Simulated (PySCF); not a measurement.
## A study: BrH, SMILES `Br`

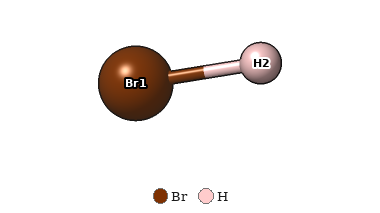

The molecule, with its atoms numbered as below. No frequency check shows the geometry to be a minimum.

Cartesian coordinates (Å):

```
Br1      0.0389    0.0000    0.0000
H2      -1.3627    0.0000    0.0000
```

### 1. Bonding charge

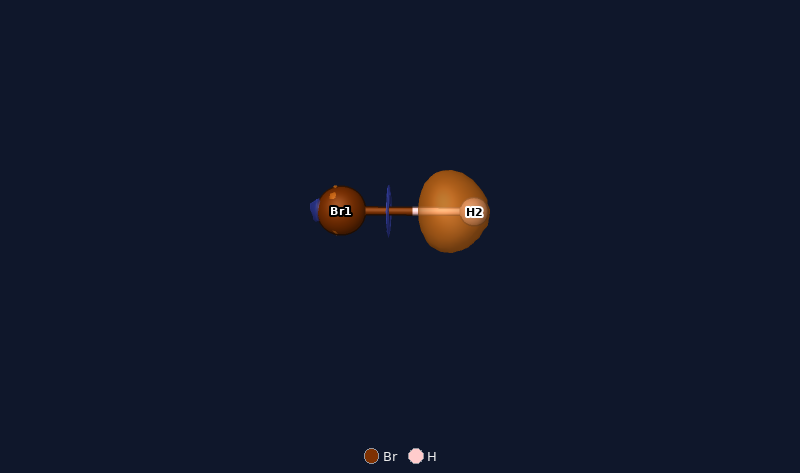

Deformation density (molecule less spherical, spin-averaged free atoms at the same positions), surfaces at ±0.15 e/Å³; orange: gain, blue: loss.

Method: PBE0/def2-SVP; geometry: GFN2-xTB; program: PySCF.

> How much density has each bond gained at its critical point, relative to the free atoms?

Br1–H2: +0.30 e/Å³ at the bond critical point (bond length 1.40 Å, Mayer order 1.0). In all, 0.4 electrons gather in the regions of gain relative to the promolecule.

> Where do the Hirshfeld charges lie?

The highest Hirshfeld charge is on H2 (+0.09 e), the lowest on Br1 (−0.09 e).

```
atom  charge (e)
 Br1       −0.09
  H2       +0.09
```

### 2. Bond critical points

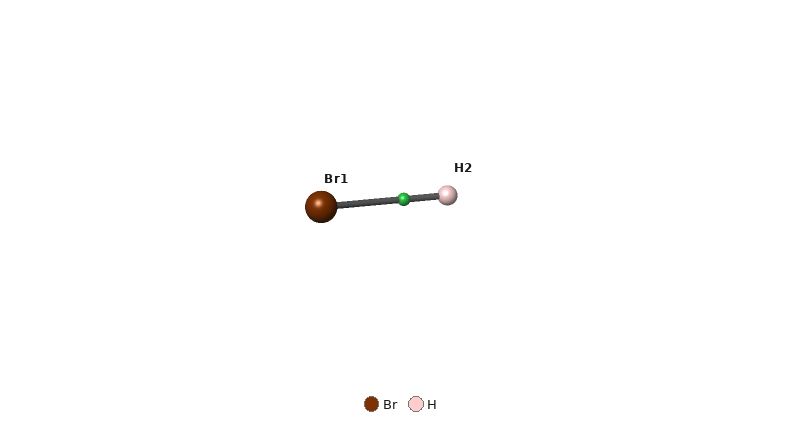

Molecular graph of the electron density (QTAIM): bond paths, bond critical points (green), ring points (magenta, if any); weak paths are dashed.

> How many critical points of each kind are there, and does the count close?

2 nuclei, 1 bond, 0 ring and 0 cage critical points: 2 − 1 + 0 − 0 = 1, as the Poincaré–Hopf relation requires.

> Tabulate density, Laplacian, ellipticity and energy density at the bond critical points (atomic units).

```
  bond  length (Å)  ρ (a.u.)  ∇²ρ (a.u.)     ε  H (a.u.)
Br1–H2       1.402     0.207       −0.43  0.00    −0.186
```

> What kind of interaction is Br1–H2?

Shared-shell (covalent): ρ = 0.207, ∇²ρ = −0.43, H = −0.186 a.u.

### 3. Electrostatic potential

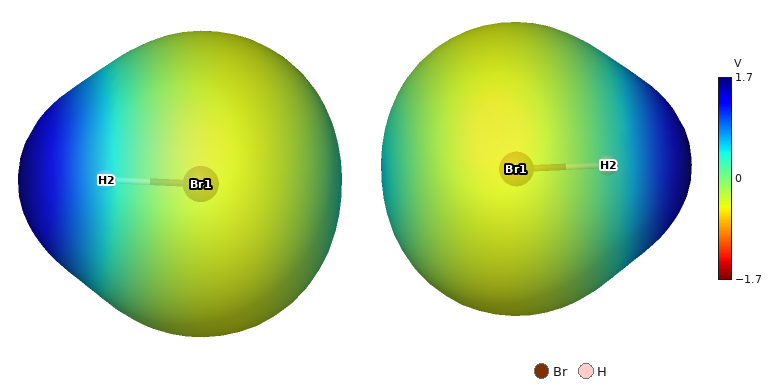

Electrostatic potential on the surface of electron density 0.001 a.u. (back view left, front view right).

> Where are the extremes of the potential on the surface?

Highest: 1.61 V, 1.3 Å from H2. Further maxima include 0.50 V, 2.1 Å from Br1. Lowest: −0.44 V, 2.2 Å from Br1, and at like points elsewhere. The surface is sampled at points, so like sites can differ by a few per cent and only the strongest of them is named.

> Does Br1 carry a σ-hole?

Yes: a local maximum of +0.50 V lies on the extension of the H2–Br1 bond.

> What volume does the surface enclose, and what is the dipole moment?

About 46 Å³; the dipole moment is 1.1 D.

### 4. Excited states

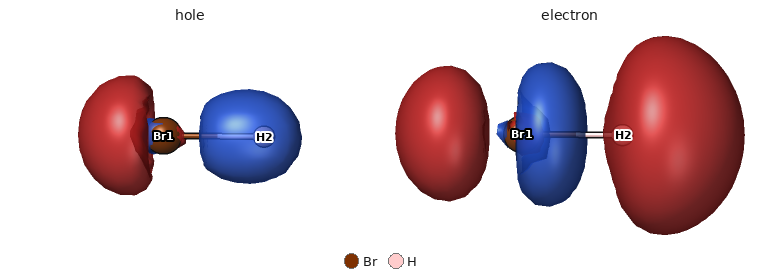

Leading natural transition orbital pair of S₃ (TDA singlet states); the surfaces enclose about 70 % of each orbital's density.

PySCF calculation, B3LYP/def2-SVP, gas phase; geometry: GFN2-xTB. Without diffuse functions Rydberg states are missing, so the states' numbers hold for this basis only.

> Where does the state lie, and where do hole and electron sit?

12.48 eV (99 nm), f = 0.821 (bright), partly diffuse acceptor orbital, which a basis without diffuse functions describes poorly; the leading pair carries 96 %; hole on Br1 (75 %) and H2 (25 %), electron on H2 (52 %) and Br1 (48 %) (atom shares of so diffuse an orbital are rough); their centroids lie 0.9 Å apart. In canonical orbitals it is mainly HOMO−2 → LUMO (93 %). The HOMO–LUMO gap is 8.21 eV.

### 5. Removing or adding an electron

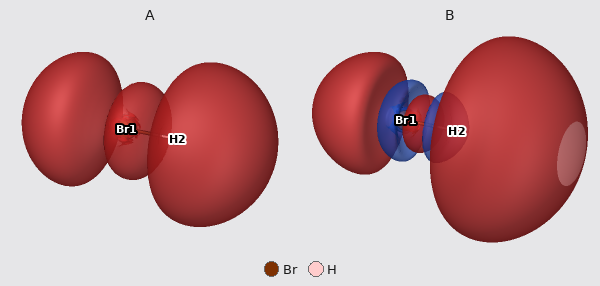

The Fukui function f⁺ from two separate SCF calculations and the density of the LUMO, at ±0.004 e/Å³ (red positive, blue negative).

Method: B3LYP/aug-cc-pVDZ; geometry: GFN2-xTB; program: PySCF.

> Which panel is which, and how good is the frozen-orbital picture?

B is f⁺ (it has negative regions), A the LUMO density. The LUMO lies on Br1 (53 %) and H2 (47 %); f⁺ (Hirshfeld-condensed) is largest on H2 (0.53) and Br1 (0.47); the vertical electron affinity is −0.26 eV (the stability of the anion's solution wasn't checked; negative: at this level and geometry the extra electron isn't bound, and the finite basis holds it). Relaxation shifts 6 % of the electron between atoms. The orbital energy is −0.89 eV.

### 6. Localised orbitals

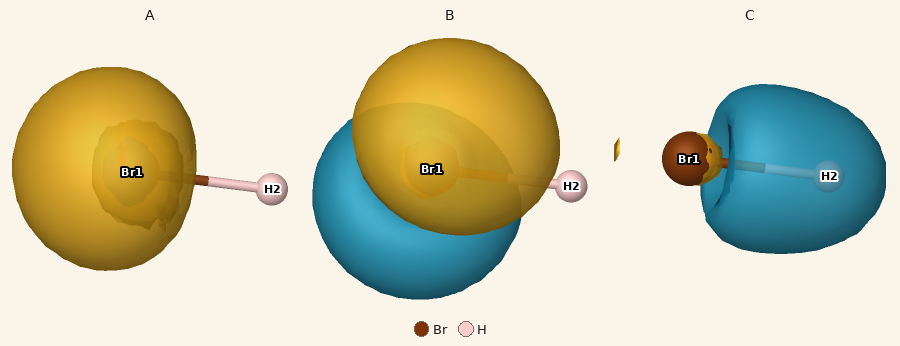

Pipek–Mezey orbitals, occupied; each surface holds about 70 % of the orbital's density. Energies are diagonal elements of the Fock matrix.

Level of theory: B3LYP/cc-pVTZ (PySCF), at a geometry from GFN2-xTB.

> Identify each orbital.

By panel:
- A: lone pair on Br1 (s-type) (Br1 100 %; −19.4 eV)
- B: lone pair on Br1 (p-type) (Br1 100 %; −8.6 eV)
- C: σ bond Br1–H2 (Br1 59 %, H2 41 %; −15.0 eV)

The PySCF runs shown took 2.2 s, 5.8 s, 11 s and 2.1 s on 1 thread of Arm Neoverse V1, with other jobs on the host.
